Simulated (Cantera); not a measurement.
Feed: 1 mol Si3N4, 2.1 mol N2O, 2.6 mol H2, at 3.40 Pa.

Method: chemical equilibrium by Gibbs-energy minimisation in Cantera with the NASA 1993 tables (ideal gas, pure condensed phases). Candidate condensed phases: H2O, Si, SiO2, Si2N2O, Si3N4; 35 gas species. The tables' values for SiN are old estimates; treat these amounts as uncertain. The numbers say what is thermodynamically allowed, not how fast it happens.

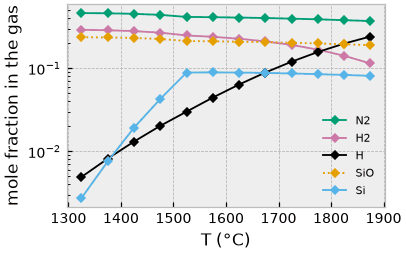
Equilibrium gas composition (values under 1e-9 drawn at 1e-9)

Question: Read off the mole fractions at 1475 °C.

Answer: N2 about 0.44, H2 about 0.27, SiO about 0.23, Si about 0.043, H about 0.020.
